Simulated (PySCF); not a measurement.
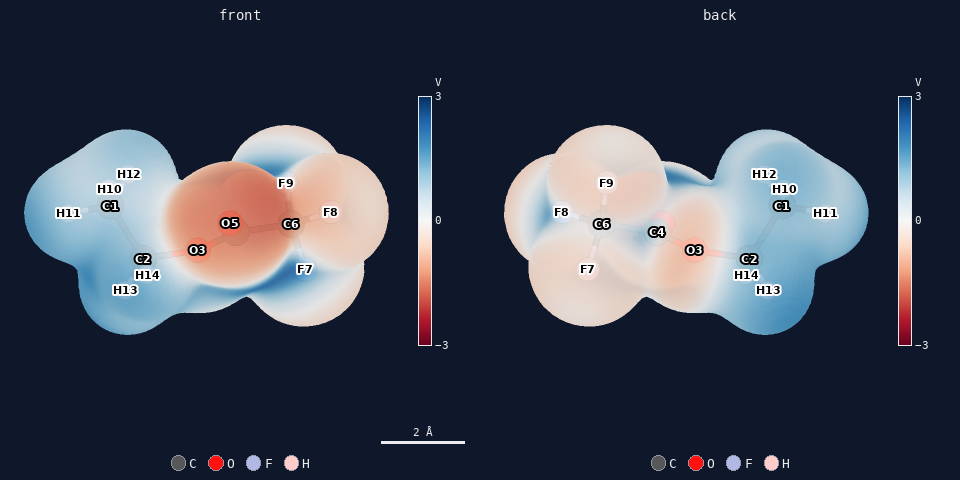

C4H5F3O2. The molecular electrostatic potential painted on the density surface at 0.004 e/bohr³, seen from the front and from behind; red is negative and blue positive.

Geometry: PBE0-D3(BJ)/def2-SVP.

Computed with PySCF, PBE0/pcSseg-1, SCF density, in a chloroform solvent model, non-relativistic.

Input

```
{"job": {"xc": "PBE0", "basis": "pcSseg-1", "solvent": "chloroform", "kind": "nmr", "pop": true}, "charge": 0, "multiplicity": 1}
C     -2.201185    -0.122519     0.407848
C     -0.946462    -0.846331     0.832958
O      0.165115    -0.485607    -0.000610
C      0.839921     0.597536     0.335888
O      0.646181     1.305934     1.279962
C      1.954105     0.853447    -0.696704
F      2.701541    -0.232642    -0.864824
F      2.728726     1.845571    -0.296682
F      1.416791     1.177288    -1.872125
H     -2.425290    -0.315935    -0.651031
H     -3.053078    -0.470260     1.010256
H     -2.098690     0.961866     0.558386
H     -1.041712    -1.933325     0.711420
H     -0.688127    -0.621274     1.878104
```

Run with:

```sh
OMP_NUM_THREADS=1 python ens_run.py task.json out
```

Describe the electrostatic potential map.

Answer. The most negative region (about −1.7 V, or −39 kcal/mol for a unit charge) lies over O5, the most positive (about +2.2 V, or +51 kcal/mol for a unit charge) over C4 and C6. O5 is the likeliest acceptor of a hydrogen bond.
